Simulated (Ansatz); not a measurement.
**CH4AlNO: rigid torsion scan, by script**

Aim: a rigid torsion scan, for CH4AlNO, run from a script. SMILES: [NH2][AlH][CH]=O.

Computed with Ansatz 0.2.0 through its Python package. Level of theory: r2SCAN+D4/def2-SVP.

**1. The system**

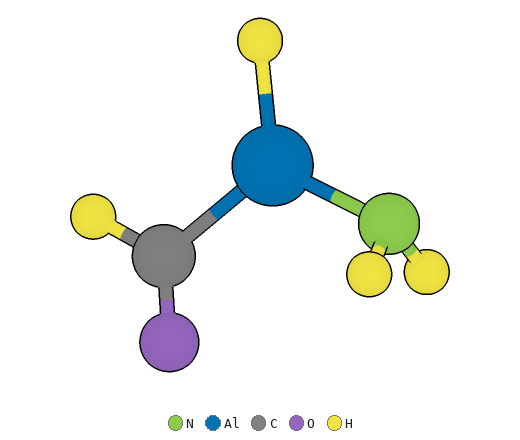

The starting structure, viewed from a chosen angle; nitrogen green, aluminium blue, carbon grey, oxygen purple, hydrogen yellow.

No structure file is read: the coordinates are typed or built in the script.

**2. The script**

run_torsion.py reads:

```python
'''Energy of CH4AlNO as one group turns about a bond.'''

import ansatz
from ase import Atoms

atoms = Atoms(['N', 'Al', 'C', 'O', 'H', 'H', 'H', 'H'], positions=[
    (-0.535, 1.3969, -0.8968),
    (0.6151, 0.4222, 0.1724),
    (0.1363, -1.423, 0.6526),
    (-0.8021, -1.91, 0.2781),
    (-0.7251, 0.8925, -1.8072),
    (-1.5001, 1.4718, -0.4092),
    (2.014, 1.0783, 0.6804),
    (0.889, -1.9858, 1.2738),
])

# start the scan from a relaxed geometry
first = ansatz.Crystal.molecule_from_ase(atoms).calculation()
first = first.basis(gaussian='def2-SVP')
first = first.functional('r2scan', dispersion='d4')
first = first.relax(force_tolerance=0.02, max_steps=80)
atoms.positions = first.run(threads=1, backend='cpu').report['positions_ang']

start = atoms.get_dihedral(2, 1, 0, 4)
energies = {}
for turn in range(0, 360, 30):
    turned = atoms.copy()
    turned.set_dihedral(2, 1, 0, 4, start + turn, indices=[0, 4, 5])
    base = (
        ansatz.Crystal.molecule_from_ase(turned).calculation()
        .basis(gaussian='def2-SVP')
        .functional('r2scan', dispersion='d4')
    )
    energies[round((start + turn) % 360)] = base.run(threads=1, backend='cpu').report['free_energy_ev']
floor = min(energies.values())
print('dihedral C2-Al1-N0-H4 (deg)   E - E(min) (kJ/mol)')
for angle, e in sorted(energies.items()):
    print(f'{angle:8d} {96.485332 * (e - floor):14.3f}  ' + '#' * int(30 * (e - floor) / max(max(energies.values()) - floor, 1e-9)))
```

**3. The calls as engine input**

The engine receives this input (first run):

```yaml
crystal:
  periodic: [false, false, false]
  atoms:
    - { symbol: "N", position_ang: [-0.535, 1.3969, -0.8968] }
    - { symbol: Al, position_ang: [0.6151, 0.4222, 0.1724] }
    - { symbol: C, position_ang: [0.1363, -1.423, 0.6526] }
    - { symbol: O, position_ang: [-0.8021, -1.91, 0.2781] }
    - { symbol: H, position_ang: [-0.7251, 0.8925, -1.8072] }
    - { symbol: H, position_ang: [-1.5001, 1.4718, -0.4092] }
    - { symbol: H, position_ang: [2.014, 1.0783, 0.6804] }
    - { symbol: H, position_ang: [0.889, -1.9858, 1.2738] }
basis:
  gaussian:
    orbitals: def2-SVP
hamiltonian:
  xc: r2scan
  dispersion: d4
relax:
  f_tol: 0.02
  max_steps: 80
```

**4. The run**

Launch:

```bash
$ python run_torsion.py
```

Output:

```text
dihedral C2-Al1-N0-H4 (deg)   E - E(min) (kJ/mol)
      30         15.975  #######
      60         45.144  #####################
      90         61.817  ##############################
     120         44.796  #####################
     150         14.472  #######
     180          0.000
     210         14.105  ######
     240         44.384  #####################
     270         61.804  #############################
     300         45.523  ######################
     330         16.298  #######
     360          2.647  #
```

Run time: 2 min. Hardware: 1 thread of Arm Neoverse V2, shared host; peak memory 0.23 GiB.

**5. How the relaxation of run 0 went**

Step by step:

```
step  energy from step 1 (eV)  largest force component (eV/Å)
   1                   0.0000                          8.9291
   2                  -0.5881                          1.1171
   3                  -0.5048                          2.3964
   4                  -0.6614                          0.6483
   5                  -0.7063                          0.3304
   6                  -0.7559                          0.4644
   7                  -0.8366                          1.3529
   8                  -0.9475                          1.0915
   9                  -1.0509                          1.6442
  10                  -1.1458                          1.3342
  11                  -1.2173                          0.3137
  12                  -1.1665                          0.6177
  13                  -1.2361                          0.5073
  14                  -1.2348                          0.3213
  15                  -1.2425                          0.0730
  16                  -1.2428                          0.0661
  17                  -1.2432                          0.0070
```

Step 1 is the start. Steps 3, 12, 14 were tried and not accepted.

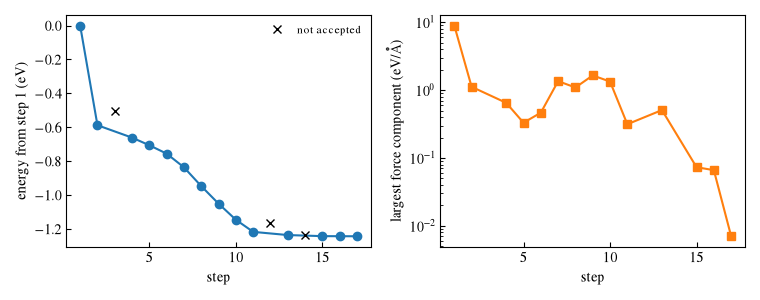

Energy and largest force along the relaxation.

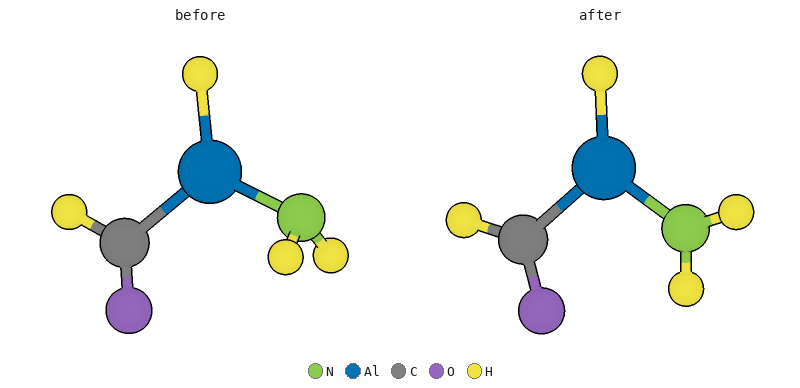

Before and after, at one scale.

Before: Bond lengths: N1–Al2 1.848 Å, Al2–C3 1.966 Å, C3–O4 1.122 Å, N1–H5 1.058 Å, N1–H6 1.084 Å, Al2–H7 1.626 Å, C3–H8 1.127 Å. Angles: N1–Al2–C3 119.0°, N1–Al2–H7 120.2°, C3–Al2–H7 120.8°, Al2–N1–H5 111.0°, Al2–N1–H6 109.3°, H5–N1–H6 105.1°, Al2–C3–O4 122.0°, Al2–C3–H8 116.2°, O4–C3–H8 121.7°.

After: Bond lengths: N1–Al2 1.767 Å, Al2–C3 2.028 Å, C3–O4 1.220 Å, N1–H5 1.014 Å, N1–H6 1.018 Å, Al2–H7 1.587 Å, C3–H8 1.134 Å. Angles: N1–Al2–C3 108.6°, N1–Al2–H7 122.3°, C3–Al2–H7 129.1°, Al2–N1–H5 129.4°, Al2–N1–H6 120.3°, H5–N1–H6 110.3°, Al2–C3–O4 115.1°, Al2–C3–H8 126.9°, O4–C3–H8 118.0°.

Run 0 is this relaxation; the runs after it count from 1.

**6. The runs side by side**

The 12 runs, in the order started:

```csv
run,turn (°),energy from run 1 (eV),SCF cycles,CPU time (s)
1,0,0.0000,18,3.5
2,30,0.1462,18,3.5
3,60,0.4600,18,3.5
4,90,0.6406,18,3.5
5,120,0.4718,18,3.5
6,150,0.1689,18,3.5
7,180,0.0274,18,3.5
8,210,0.1656,18,3.5
9,240,0.4679,18,3.5
10,270,0.6407,18,3.5
11,300,0.4643,18,3.5
12,330,0.1500,18,3.5
```

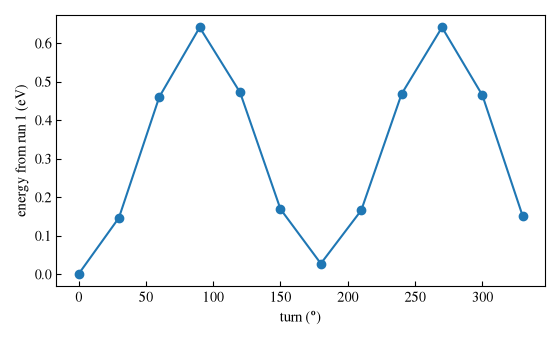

Energy against turn; lines join the points.

**7. What came out**

```
              quantity     value
         runs compared        12
       range of energy  0.641 eV
lowest point, turn (°)         0
```

In words: The lowest point lies at a turn of 0°, the highest 0.641 eV (61.8 kJ/mol) above it at 270°. The grid can miss the true lowest and highest points, and the rest of the molecule is held rigid. Run 0: After 13 moves the largest shift is 1.194 Å, of atom 5 (H). So large a move can change the bonding: the results belong to the relaxed structure. The scan is rigid and the energies are electronic, in a modest basis. With rigid groups the curve can differ much from the relaxed path, the start wasn't checked as a minimum of this torsion, and equivalent turns needn't return to the same energy.
